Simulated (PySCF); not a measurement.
**C4H10N2: density, localisation and related maps**

```xyz
16

C    -1.6850   -0.9579   -0.0234
N    -0.5999   -0.1307    0.4419
C    -0.6998    1.3073    0.1596
C     0.7179    1.2446   -0.4010
N     0.5975   -0.2194   -0.4113
C     1.6702   -0.9618    0.2028
H    -1.9389   -0.7787   -1.0770
H    -1.4023   -2.0018    0.0989
H    -2.5562   -0.7505    0.5969
H    -0.8580    1.9057    1.0574
H    -1.4554    1.5571   -0.5923
H     0.8814    1.6625   -1.3948
H     1.4782    1.6195    0.2917
H     2.5487   -0.8763   -0.4353
H     1.9173   -0.6026    1.2110
H     1.3765   -2.0082    0.2634
```

Geometry: GFN2-xTB.

Theory: PBE0/pcSseg-1, SCF density, gas phase, non-relativistic in PySCF 2.14.0.

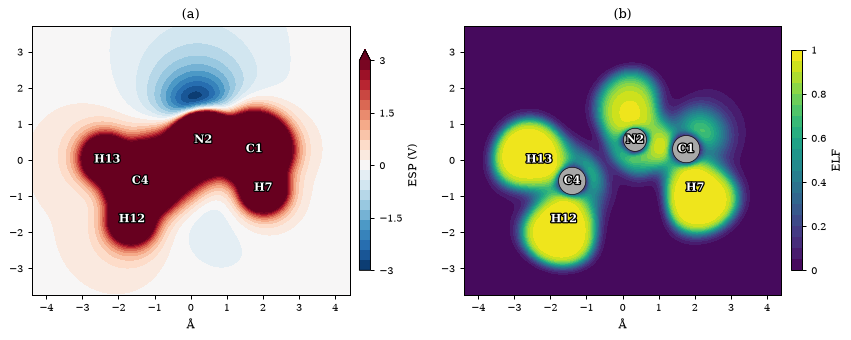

Figure 1. (a) electrostatic potential; (b) electron localisation function on the plane of atoms N2, C1 and H7. Grey discs cover the atomic cores in the ELF map.

> What do the fields say about this system?

- The section cuts through C, N and H sites.
- C–N (1.44 Å): the ELF peaks at about 0.95 between the atoms: localised, covalent bonding.
- C–H (1.10 Å): the ELF climbs to about 1 towards the hydrogen, as it does in any bond to H: an ordinary covalent bond to hydrogen.
- The ELF also peaks beside N2, away from the bonds: lone-pair regions.
- Outside the dense part of the molecule the potential is most negative (−2.8 V) near N2.

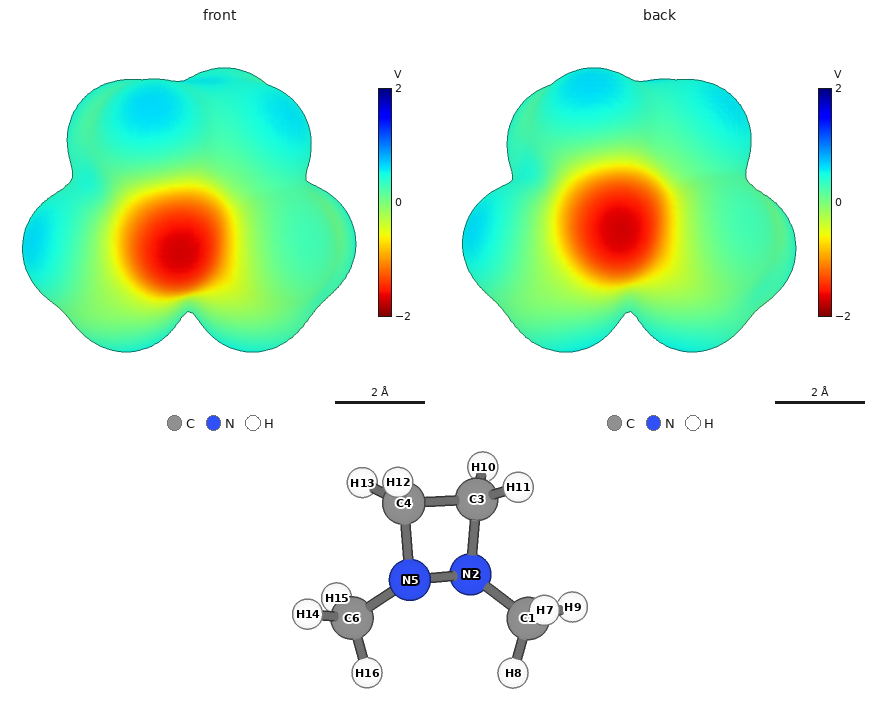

Figure 2. The electrostatic potential painted on the density surface at 0.002 e/bohr³, seen from the front and from behind; the colour scale runs from red (negative) to blue (positive). The bare structure is drawn below in the same view.

> Describe the electrostatic potential map.

The most negative region (about −1.7 V) lies over N2 and N5, the most positive (about +0.6 V) over the H atoms.

> What dipole moment does the calculation give?

Its dipole moment is 0.77 D.
